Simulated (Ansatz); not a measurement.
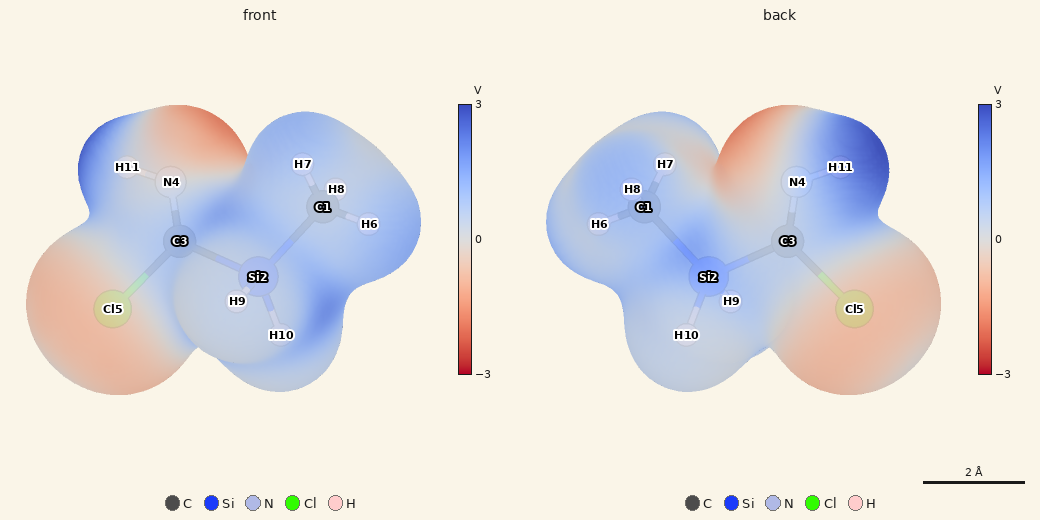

Figure 1: C2H6ClNSi (SMILES C[SiH2]C(=N)Cl). The molecular electrostatic potential painted on the density surface at 0.004 e/bohr³, seen from the front and from behind; the colour scale runs from red (negative) to blue (positive).

Method: RKS PBE0-D4/6-31G (Ansatz 0.2.0).

```xyz
11

C    -1.1971    0.4357    1.1447
Si   -0.0845    0.8447   -0.3346
C     0.9640   -0.7080   -0.7343
N     0.9721   -1.7783   -0.0902
Cl    2.0540   -0.4501   -2.2855
H    -1.8022    1.3020    1.4296
H    -0.5860    0.1337    1.9996
H    -1.8635   -0.3944    0.8952
H     0.8930    1.9477   -0.0517
H    -0.8514    1.1711   -1.5814
H     1.5666   -2.5611   -0.3708
```

Question: Which sites attract a positive test charge, and which a negative one?

Answer: A positive charge is drawn to the negative regions and a negative charge to the positive ones. The most negative region (about −1.7 V, or −39 kcal/mol for a unit charge) lies over N4, the most positive (about +2.8 V, or +65 kcal/mol for a unit charge) over H11. N4 is the likeliest acceptor of a hydrogen bond.
